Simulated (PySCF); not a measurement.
# C₈H₁₄: a changed input and its effect

System: C₈H₁₄, SMILES C=CC1CCCCC1.
Method of the first run: GIAO PBE0/pcSseg-1 NMR shielding, non-relativistic, gas phase (PySCF 2.14.0).

The geometry comes from this level: PBE0-D3(BJ)/def2-SVP. Text and figures count atoms from 1; the logs count them from 0 in places.

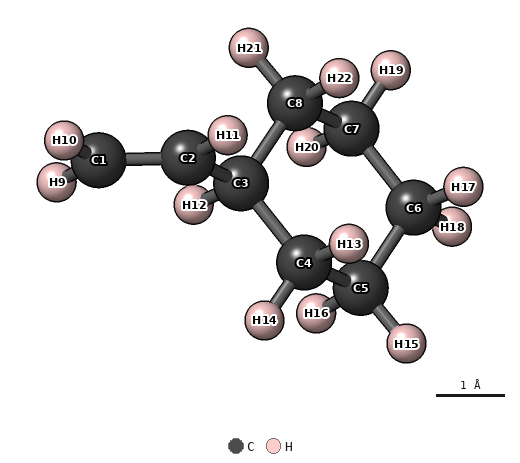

Fig. 1: The input geometry (ball-and-stick view, seen at a tilt; atoms are numbered from 1 in the order of the input). Bond lengths as drawn: C–C 1.33 to 1.53 Å and C–H 1.09 to 1.11 Å.

Input, the first run:
```
{"job": {"kind": "nmr", "xc": "PBE0", "basis": "pcSseg-1"}, "charge": 0, "multiplicity": 1}
C      3.288916    -0.097203     0.309485
C      2.085415     0.255204     0.762679
C      0.783973     0.012755     0.063150
C      0.072627     1.331927    -0.265677
C     -1.272918     1.102944    -0.944920
C     -2.173844     0.198133    -0.111799
C     -1.480790    -1.120115     0.214594
C     -0.135341    -0.891932     0.894331
H      3.406751    -0.610655    -0.650724
H      4.200075     0.112152     0.876186
H      2.011211     0.768985     1.731548
H      0.996372    -0.504985    -0.891087
H     -0.082172     1.894329     0.674116
H      0.726312     1.956447    -0.895619
H     -1.768341     2.068035    -1.139536
H     -1.104824     0.637013    -1.932925
H     -2.432859     0.713992     0.830869
H     -3.125847     0.014038    -0.635694
H     -2.125234    -1.748383     0.850775
H     -1.321982    -1.687769    -0.720346
H      0.370306    -1.851147     1.090265
H     -0.298363    -0.419657     1.881106
```

The first line tells a small driver script what to run in PySCF; the rest is the geometry in Å.

Hardware: 1 CPU thread, shared host.

Output (the first run):
```
coarse grid: 17368 points
cycle   1  E = -312.7393096542  dE =  7.831e-01  |g| = 4.332e-01  |ddm| = 4.031e+00
cycle   2  E = -312.7288724137  dE =  1.044e-02  |g| = 4.941e-01  |ddm| = 8.656e-01
cycle   3  E = -312.7931203844  dE = -6.425e-02  |g| = 5.667e-02  |ddm| = 4.899e-01
cycle   4  E = -312.7936790999  dE = -5.587e-04  |g| = 2.754e-02  |ddm| = 7.977e-02
cycle   5  E = -312.7938487878  dE = -1.697e-04  |g| = 1.027e-02  |ddm| = 2.894e-02
cycle   6  E = -312.7938735513  dE = -2.476e-05  |g| = 2.936e-03  |ddm| = 9.911e-03
cycle   7  E = -312.7938757112  dE = -2.160e-06  |g| = 1.841e-04  |ddm| = 2.613e-03
final grid: 164872 points
cycle   8  E = -312.8446384036  dE = -5.193e-05  |g| = 9.596e-03  |ddm| = 3.527e-02
cycle   9  E = -312.8446264488  dE =  1.195e-05  |g| = 1.187e-02  |ddm| = 1.944e-02
cycle  10  E = -312.8446628401  dE = -3.639e-05  |g| = 1.253e-03  |ddm| = 1.136e-02
cycle  11  E = -312.8446632095  dE = -3.694e-07  |g| = 3.490e-04  |ddm| = 1.334e-03
cycle  12  E = -312.8446632371  dE = -2.763e-08  |g| = 1.199e-04  |ddm| = 3.406e-04
cycle  13  E = -312.8446632405  dE = -3.359e-09  |g| = 2.984e-05  |ddm| = 1.270e-04
cycle  14  E = -312.8446632407  dE = -2.262e-10  |g| = 2.073e-06  |ddm| = 3.155e-05
converged SCF energy = -312.8446632407

GIAO shielding tensors (ppm)
atom      isotropic    diamagn.    paramagn.     s11        s22        s33       span
  0 C       64.313     253.435    -189.122    -46.647     86.031    153.554    200.201
  1 C       29.525     254.834    -225.309    -96.773     42.088    143.260    240.033
  2 C      137.291     245.861    -108.570    125.045    130.876    155.953     30.908
  3 C      149.035     247.270     -98.235    141.358    147.076    158.672     17.314
  4 C      156.266     246.163     -89.898    152.178    157.703    158.916      6.739
  5 C      156.322     246.738     -90.415    151.487    156.610    160.870      9.382
  6 C      156.257     246.181     -89.924    152.165    157.689    158.918      6.753
  7 C      149.001     247.329     -98.328    141.356    146.967    158.680     17.324
  8 H       25.960      31.297      -5.337     22.395     24.965     30.520      8.125
  9 H       26.137      27.309      -1.173     23.245     24.797     30.369      7.124
 10 H       25.467      30.832      -5.365     22.687     24.515     29.200      6.513
 11 H       29.673      34.121      -4.447     26.849     28.322     33.849      6.999
 12 H       30.326      31.780      -1.454     26.727     29.191     35.060      8.332
 13 H       29.770      31.089      -1.318     25.120     28.760     35.431     10.311
 14 H       29.641      29.042       0.598     24.750     27.469     36.703     11.954
 15 H       30.069      30.607      -0.538     26.322     28.100     35.784      9.461
 16 H       30.208      29.961       0.247     26.736     27.871     36.016      9.280
 17 H       29.744      28.578       1.166     25.093     27.357     36.783     11.690
 18 H       29.641      29.180       0.461     24.750     27.469     36.703     11.953
 19 H       30.068      30.693      -0.625     26.321     28.101     35.782      9.461
 20 H       29.772      31.239      -1.466     25.122     28.766     35.429     10.307
 21 H       30.327      31.879      -1.552     26.730     29.195     35.056      8.325
```

The input of the second run differs as follows (lines with − go, lines with + come):
```diff
-"xc": "PBE0"
+"xc": "mPW1PW91"
+"pop": false
```

How does the second run compare with the first run?

The total energies belong to different methods, so their difference says nothing on which is more stable or more accurate. Of all shieldings, the largest change is that of C1, C5, C6 and C7, by −0.8 ppm. The functional changes from PBE0 to mPW1PW91. The number of SCF iterations is the same.

Output (the second run):
```
coarse grid: 17368 points
cycle   1  E = -313.0545540712  dE =  7.815e-01  |g| = 4.355e-01  |ddm| = 4.036e+00
cycle   2  E = -313.0450467978  dE =  9.507e-03  |g| = 4.923e-01  |ddm| = 8.646e-01
cycle   3  E = -313.1088842061  dE = -6.384e-02  |g| = 5.701e-02  |ddm| = 4.891e-01
cycle   4  E = -313.1094493665  dE = -5.652e-04  |g| = 2.778e-02  |ddm| = 8.029e-02
cycle   5  E = -313.1096222227  dE = -1.729e-04  |g| = 1.035e-02  |ddm| = 2.932e-02
cycle   6  E = -313.1096474569  dE = -2.523e-05  |g| = 2.951e-03  |ddm| = 9.967e-03
cycle   7  E = -313.1096496406  dE = -2.184e-06  |g| = 1.798e-04  |ddm| = 2.619e-03
final grid: 164872 points
cycle   8  E = -313.1625640795  dE = -5.594e-05  |g| = 6.901e-03  |ddm| = 3.380e-02
cycle   9  E = -313.1625581254  dE =  5.954e-06  |g| = 8.519e-03  |ddm| = 1.417e-02
cycle  10  E = -313.1625768614  dE = -1.874e-05  |g| = 8.849e-04  |ddm| = 8.133e-03
cycle  11  E = -313.1625770392  dE = -1.778e-07  |g| = 2.958e-04  |ddm| = 9.886e-04
cycle  12  E = -313.1625770587  dE = -1.950e-08  |g| = 1.135e-04  |ddm| = 2.942e-04
cycle  13  E = -313.1625770618  dE = -3.060e-09  |g| = 2.387e-05  |ddm| = 1.161e-04
cycle  14  E = -313.1625770619  dE = -1.455e-10  |g| = 1.631e-06  |ddm| = 2.492e-05
converged SCF energy = -313.1625770619

GIAO shielding tensors (ppm)
atom      isotropic    diamagn.    paramagn.     s11        s22        s33       span
  0 C       63.470     253.350    -189.880    -47.776     85.417    152.770    200.546
  1 C       28.881     254.982    -226.102    -97.669     41.530    142.782    240.451
  2 C      136.802     246.212    -109.410    124.911    130.325    155.170     30.260
  3 C      148.353     247.465     -99.111    140.851    146.238    157.970     17.119
  4 C      155.479     246.256     -90.777    151.493    156.810    158.135      6.642
  5 C      155.544     246.820     -91.276    150.824    155.905    159.904      9.081
  6 C      155.471     246.280     -90.809    151.480    156.796    158.137      6.657
  7 C      148.320     247.530     -99.210    140.849    146.132    157.979     17.130
  8 H       26.031      31.334      -5.303     22.468     25.026     30.598      8.130
  9 H       26.201      27.352      -1.151     23.318     24.864     30.420      7.103
 10 H       25.539      30.906      -5.367     22.760     24.582     29.275      6.515
 11 H       29.729      34.269      -4.540     26.900     28.398     33.888      6.988
 12 H       30.376      31.887      -1.511     26.789     29.248     35.090      8.301
 13 H       29.835      31.165      -1.329     25.198     28.833     35.475     10.277
 14 H       29.708      29.071       0.636     24.842     27.542     36.739     11.897
 15 H       30.127      30.704      -0.577     26.407     28.161     35.813      9.406
 16 H       30.262      30.031       0.230     26.817     27.929     36.040      9.223
 17 H       29.809      28.590       1.219     25.179     27.430     36.817     11.638
 18 H       29.708      29.214       0.494     24.843     27.541     36.739     11.896
 19 H       30.126      30.792      -0.666     26.406     28.162     35.811      9.405
 20 H       29.837      31.321      -1.484     25.199     28.839     35.473     10.273
 21 H       30.377      31.990      -1.613     26.792     29.252     35.086      8.294
```

The two runs side by side:

| quantity | the first run | the second run |
| --- | --- | --- |
| outcome | converged | converged |
| total energy (hartree) | −312.844663 | −313.162577 |
| HOMO (eV) | −7.29 | −7.31 |
| LUMO (eV) | 0.46 | 0.45 |
| dipole moment (D) | 0.45 | 0.46 |
| shielding of C1 (ppm) | 64.3 | 63.5 |
| shielding of C2 (ppm) | 29.5 | 28.9 |
| shielding of C4 (ppm) | 149.0 | 148.4 |
| shielding of C5 (ppm) | 156.3 | 155.5 |
| shielding of C6 (ppm) | 156.3 | 155.5 |
| shielding of C7 (ppm) | 156.3 | 155.5 |
| shielding of C8 (ppm) | 149.0 | 148.3 |
| SCF iterations | 14 | 14 |
| basis functions | 206 | 206 |
| wall time (shared host) | 43 s | 55 s |
